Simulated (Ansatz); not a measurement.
```yaml
atoms:
  - { symbol: C, position_ang: [-1.8010, 1.8161, -1.2255] }
  - { symbol: Cl, position_ang: [-1.3572, -1.2036, -2.6874] }
  - { symbol: Cl, position_ang: [-1.3578, -0.8987, 0.7458] }
  - { symbol: F, position_ang: [-3.1189, 1.8703, -1.2307] }
  - { symbol: F, position_ang: [0.7565, 0.4661, -1.1051] }
  - { symbol: Ge, position_ang: [-0.9342, 0.1227, -1.0750] }
  - { symbol: H, position_ang: [-1.2862, 2.7798, -1.3103] }
```

Geometry: PBE0-D3(BJ)/def2-SVP.

Theory: isolated molecule in a Gaussian basis; Kohn-Sham density functional theory, functional PBE0 (Ansatz).

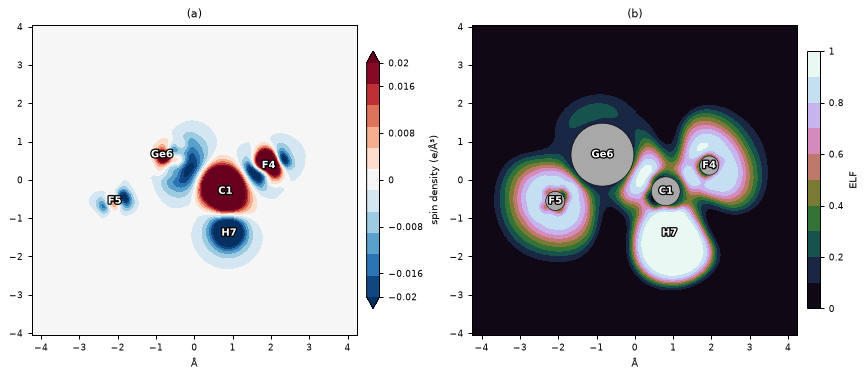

CHCl2F2Ge (doublet). (a) spin density; (b) ELF on the plane of atoms Ge6, C1 and H7. Grey discs cover the atomic cores in the ELF map.

What does the map show?

Answer. The plane passes through C, F, Ge and H nuclei. C–F (1.32 Å): the ELF peaks at about 0.85 between the atoms, as expected for a shared but strongly polarised pair. Ge–F (1.73 Å): the ELF peaks at about 0.85 in the valence shell of F, 0.6 Å from its nucleus, and is about 0.20 at the midpoint. C–Ge (1.91 Å): the ELF peaks at about 0.95 in the valence shell of C, 0.7 Å from its nucleus, and is about 0.70 at the midpoint. C–H (1.10 Å): the ELF climbs to about 1 towards the hydrogen, as it does in any bond to H; a covalent bond by its length. The ELF also peaks beside F5 and F4, away from the bonds: non-bonding electrons, paired or unpaired. The unpaired spin (1 electron) lies mostly on C1 (about 0.7), F4 (about 0.1) and Ge6 (about 0.1), in electrons by Hirshfeld's partition.
